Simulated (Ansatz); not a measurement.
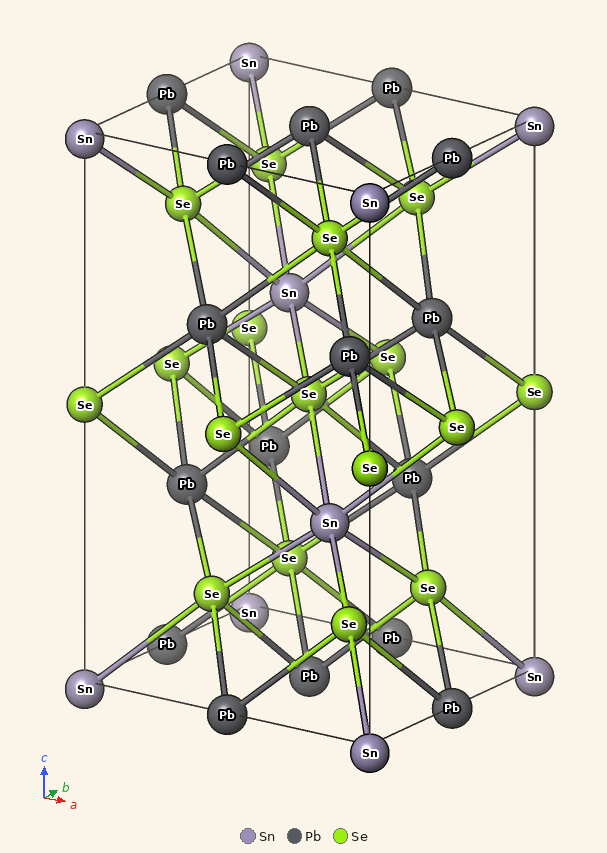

The crystal in a ball-and-stick representation, seen slightly off an axis. The parallelepiped is the conventional unit cell.

SnPb₃Se₄, space group R3m (No. 160), a = 8.763 Å, b = 8.763 Å, c = 10.767 Å, α = 90.00°, β = 90.00°, γ = 120.00°. The cell started as a structure type filled with these elements by a generator (whether the compound takes this form wasn't checked). Earlier steps of the study, as a rule a relaxation of our own, may have changed the cell and positions, so they can lie some per cent off the listed ones. A calculation with Ansatz used it as input.

This one geometry was computed with Ansatz (DFT, plane waves, PAW) at three levels of theory: PBEsol, r2SCAN and PBE.

Question: Which level gives the highest pressure at this volume, and what does that say about its equilibrium volume?

Answer: Highest: PBE (0.0 GPa), which points to the largest equilibrium volume. Lowest, with the smallest volume: PBEsol (-2.7 GPa). Levels within 0.5 GPa of each other can't be told apart.

Question: How does the band gap change with the level of theory?

Answer: PBE: a gap of 0.03 eV, direct; PBEsol: a gap of 0.03 eV, indirect; r2SCAN: a gap of 0.05 eV, direct.

Question: Collect the results in a table.

Answer:
| level | cutoff (eV) | k-mesh of the run's cell | gap (eV) | pressure (GPa) |
| --- | --- | --- | --- | --- |
| PBEsol | 420 | 6×6×6 | 0.03 | -2.7 |
| r2SCAN | 500 | 6×6×6 | 0.05 | -1.0 |
| PBE | 420 | 6×6×6 | 0.03 | 0.0 |

Gaps are taken on the k-mesh or band path of each run.
